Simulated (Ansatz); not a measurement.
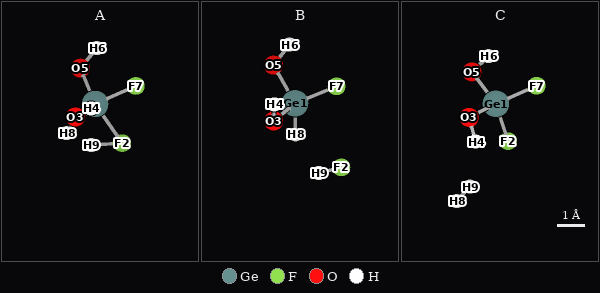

3 geometries from a converged minimum-energy path of GeH4O2F2, made up at the start of GeH$_{2}$O$_{2}$F$_{2}$ and H2, shuffled. The picture is a ball-and-stick view, seen from a free direction.

All numbers below come from Ansatz, RKS PBE/def2-SVP. Set-up: 5 movable images; climbing image; force threshold 0.05 eV/Å; iteration limit 60; starting path through a guess of the saddle point.

Q: One of them is the converged climbing image. Which?

A: A. In order along the path, whose images run from 0 to 6: C (image 0, 0.0 kcal/mol), A (image 3, +33.8 kcal/mol), B (image 5, +10.5 kcal/mol). Breaking: Ge1–F2 (1.75 → 2.01 at the top → 2.86 Å), H8–H9 (0.77 → 1.05 at the top → 2.90 Å). Forming: F2–H9 (2.40 → 1.17 at the top → 0.96 Å), Ge1–H8 (4.45 → 1.76 at the top → 1.53 Å).

Limits of the set-up: the start holds two separate molecules, 2.4 Å apart at their closest, whose relative position is a soft coordinate and is computed without a dispersion correction.
